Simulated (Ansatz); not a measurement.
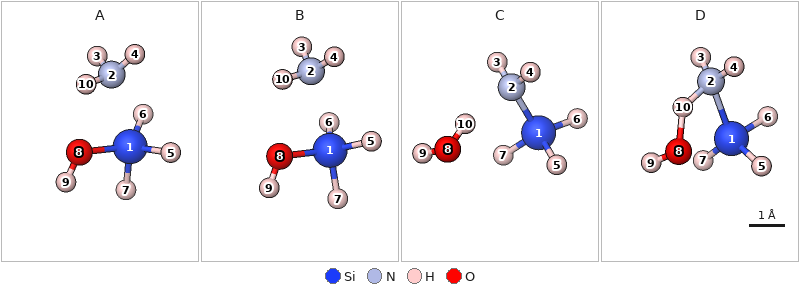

4 geometries from a converged minimum-energy path of SiNH7O, shuffled. A ball-and-stick model, seen at a tilt.

Method: RKS B3LYP/6-31G* (Ansatz). Settings: 5 movable images; climbing image; force threshold 0.05 eV/Å; iteration limit 60; starting path through a guess of the saddle point.

Which frame is the top of the path?

Answer. D. In order along the path, whose images run from 0 to 6: C (image 0, 0.0 kJ/mol), D (image 3, +97.7 kJ/mol), A (image 5, −22.2 kJ/mol), B (image 6, −40.6 kJ/mol). Breaking: O8–H10 (0.98 → 1.29 at the top → 2.33 Å), Si1–N2 (1.76 → 1.92 at the top → 2.55 Å). Forming: N2–H10 (2.00 → 1.22 at the top → 1.02 Å), Si1–O8 (3.51 → 2.04 at the top → 1.69 Å).

Cost: 2.2 min on 1 thread of Arm Neoverse V1, on a shared host, peak memory 0.12 GiB.
